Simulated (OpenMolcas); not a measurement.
# AlH (SMILES [AlH]): BLYP/ANO-RCC-VDZP (DKH1)

What is the vertical ionisation energy of AlH at BLYP/ANO-RCC-VDZP (DKH1)? 

The calculation is run with OpenMolcas 26.06.

## (1) The molecule

The species is AlH (2 atoms), meant as a singlet with charge 0. As SMILES, `[AlH]`. The coordinates come from a PBE0-D4/def2-TZVP relaxation.

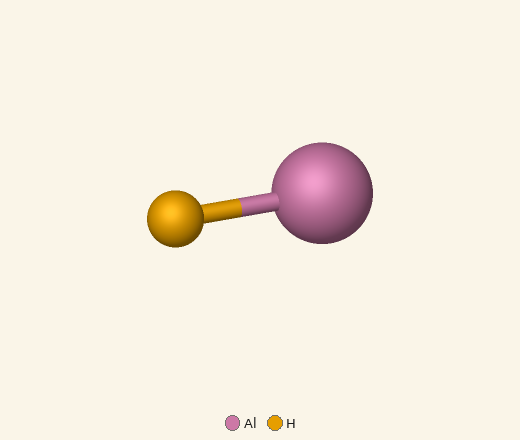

Viewed from a chosen angle; aluminium pink, hydrogen amber.

## (2) The energy at BLYP/ANO-RCC-VDZP (DKH1)

job.input reads:

```
&GATEWAY
Coord
2
bohr
Al     0.00000000     0.00000000    -0.04845258
H      0.00000000     0.00000000     3.09746899
Basis=ANO-RCC-VDZP
Group=NoSym
&SEWARD
Relativistic=R01O00
Expert
&SCF
KSDFT=BLYP
PrOrbitals=1 1
```

Launch:

```bash
$ export MOLCAS_MEM=1860
$ pymolcas job.input > job.log
```

Log:

```text
--- Start Module: gateway ---
[...]
--- Stop Module: gateway /rc=_RC_ALL_IS_WELL_ ---
--- Start Module: seward ---
[...]
 ###    WARNING:  EXPERT option is ON!                                       ###
 ###############################################################################
               SEWARD will generate:
[...]
      Basis functions           23
--- Stop Module: seward /rc=_RC_ALL_IS_WELL_ ---
--- Start Module: scf ---
[...]
       Convergence after   9 Iterations
[...]
::    Total KS-DFT energy                            -243.4996556218
[...]
      Total spin, S                                     0.0000000000
[...]
      Total electronic charge=   14.000000
      Total            charge=   -0.000000
[...]
      Dipole Moment (debye):
      Origin of the operator (angstrom)=    0.0000    0.0000    0.0343
                   X= -4.3952E-13               Y=  5.6135E-14               Z= -2.4217E-01           Total=  2.4217E-01
      Quadrupole Moment (debye*angstrom):
[...]
--- Stop Module: scf /rc=_RC_ALL_IS_WELL_ ---
[...]
```

Wall time 2.6 s (1 thread of Arm Neoverse V1, shared host); peak memory 0.37 GiB.

## (3) The doublet cation, same level

job.input reads:

```
&GATEWAY
 Coord
 2
 bohr
 Al     0.00000000     0.00000000    -0.04845258
 H      0.00000000     0.00000000     3.09746899
 Basis=ANO-RCC-VDZP
 Group=NoSym

&SEWARD
 Relativistic=R01O00
 Expert

&SCF
 UHF
 Charge=1
 Spin=2
 KSDFT=BLYP
 PrOrbitals=1 1
```

Launch:

```bash
$ export MOLCAS_MEM=1860
$ pymolcas job.input > job.log
```

Log:

```text
--- Start Module: gateway ---
[...]
--- Stop Module: gateway /rc=_RC_ALL_IS_WELL_ ---
--- Start Module: seward ---
[...]
 ###    WARNING:  EXPERT option is ON!                                       ###
 ###############################################################################
               SEWARD will generate:
[...]
      Basis functions           23
--- Stop Module: seward /rc=_RC_ALL_IS_WELL_ ---
--- Start Module: scf ---
[...]
       Convergence after  14 Iterations
[...]
::    Total KS-DFT energy                            -243.2018995944
[...]
      Total spin, S                                     0.5029650637
[...]
      Total electronic charge=   13.000000
      Total            charge=    1.000000
[...]
      Dipole Moment (debye):
      Origin of the operator (angstrom)=    0.0000    0.0000    0.0343
                   X= -3.6384E-14               Y=  6.8128E-14               Z= -2.0832E-01           Total=  2.0832E-01
      Center of Charge (angstrom)
[...]
--- Stop Module: scf /rc=_RC_ALL_IS_WELL_ ---
[...]
```

Wall time 3.6 s (1 thread of Arm Neoverse V1, shared host); peak memory 0.37 GiB.

## (4) Summary of results

Level: BLYP/ANO-RCC-VDZP (DKH1).

| quantity | value |
| --- | --- |
| singlet AlH: total energy | -243.49966 Eh |
| singlet AlH: dipole moment | 0.24 D |
| singlet AlH: HOMO energy | -4.69 eV |
| singlet AlH: LUMO energy | -2.26 eV |
| singlet AlH: HOMO–LUMO gap | 2.43 eV |
| doublet cation: total energy | -243.20190 Eh |
| doublet cation: HOMO energy (highest over α and β) | -12.94 eV |
| doublet cation: LUMO energy (lowest over α and β) | -11.49 eV |
| doublet cation: ⟨S²⟩ | 0.756 |
| vertical ionisation energy (to the doublet cation) | 8.102 eV |

The vertical ionisation energy comes to 8.10 eV (187 kcal/mol). −ε(HOMO) before ionisation, 4.69 eV, is 3.41 eV below this ionisation energy.
